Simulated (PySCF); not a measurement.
## Electronic structure of NaGe (quartet) in real space

```yaml
atoms:
  - { symbol: Na, position_ang: [0.0000, 0.0000, -2.0900] }
  - { symbol: Ge, position_ang: [0.0000, 0.0000, 0.6500] }
```

Computed with PBE0/6-31G(d,p), non-relativistic, at a bond length of 2.740 Å in PySCF.

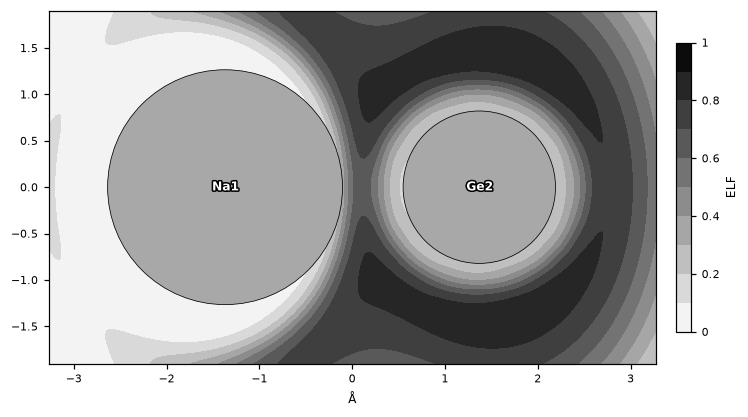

Figure 1. ELF on a plane that holds the molecular axis. Grey discs cover the atomic cores.

> Interpret the plot.

The section cuts through Na and Ge sites. Na–Ge (2.74 Å): the ELF peaks at about 0.65 in the valence shell of Ge, 1.3 Å from its nucleus, and is about 0.55 at the midpoint. The ELF also peaks beside Ge2, away from the bonds: non-bonding electrons, paired or unpaired.

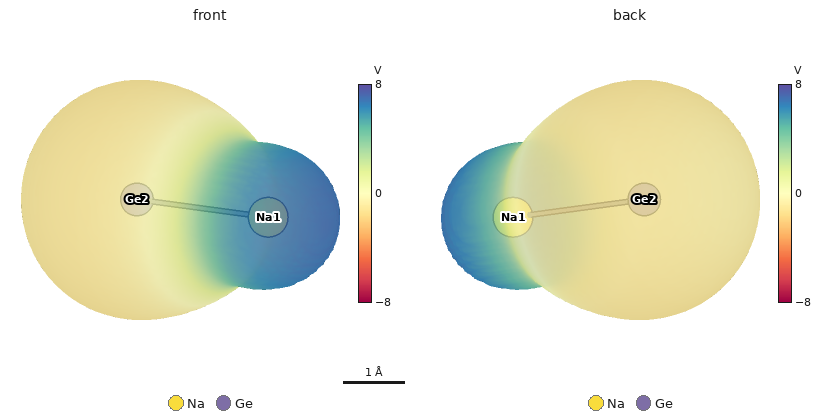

Figure 2. The molecular electrostatic potential painted on the density surface at 0.004 e/bohr³, seen from the front and from behind; the colour scale runs from red (negative) to blue (positive).

> Describe the electrostatic potential map.

The most negative region (about −1.1 V) lies over Ge2, the most positive (about +7.1 V) over Na1.
